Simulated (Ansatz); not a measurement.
Al₁₂W (Im-3, No. 204) was calculated with PBEsol-D3(BJ) (Ansatz, a first-principles code, plane waves, PAW).

Numerical settings: plane-wave cutoff 520 eV, 10×10×10 k mesh, Fermi–Dirac smearing 0.05 eV, no spin polarisation, scalar-relativistic PAW data made under PBE.

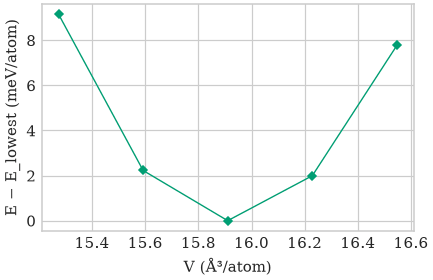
Figure. Total energy against volume

Q: From the curve, estimate the equilibrium volume and the bulk modulus.

A: V0 ≈ 15.9 Å³/atom and B0 ≈ 110 GPa; the fit gives V0 = 15.913 Å³/atom, B0 = 106 GPa, B′ = 4.4.

Note: the volume lies 5 % below that of the published cell.

Spin–orbit coupling is not included.

Computed values are for the static lattice.

It cost very roughly 9 core-minutes of CPU time.
